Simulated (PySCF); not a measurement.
System: ZnH (doublet).

```xyz
2

Zn    0.0000    0.0000   -0.0254
H     0.0000    0.0000    1.6096
```

Method: PBE0/pcseg-1, non-relativistic, at a bond length of 1.635 Å (PySCF 2.14.0).

Question: What will maps of the electron density, electron localisation function and spin density show?

Answer: Zn–H (1.63 Å): the density is about 0.86 e/Å³ at the midpoint; the ELF climbs to about 1 towards the hydrogen.
The unpaired spin (1 electron) lies mostly on Zn1 (about 0.7) and H2 (about 0.3), in electrons by Hirshfeld's partition.

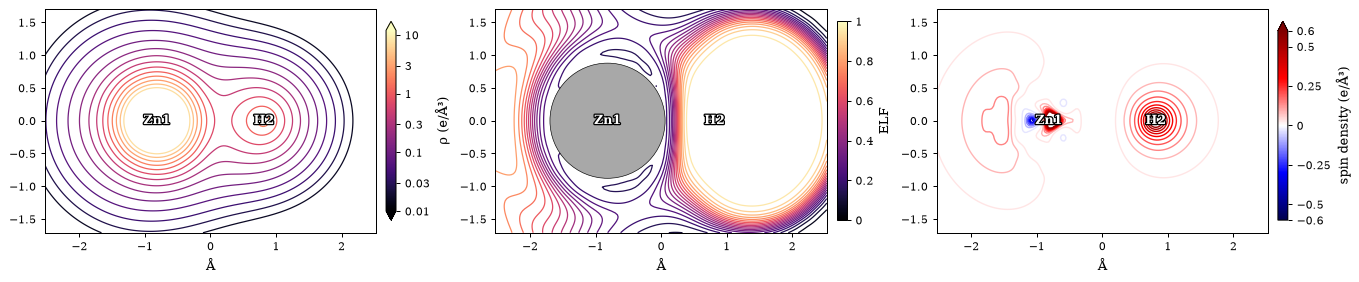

Computed electron density, electron localisation function and spin density on a plane that holds the molecular axis, in this order. Grey discs cover the atomic cores in the ELF map. 
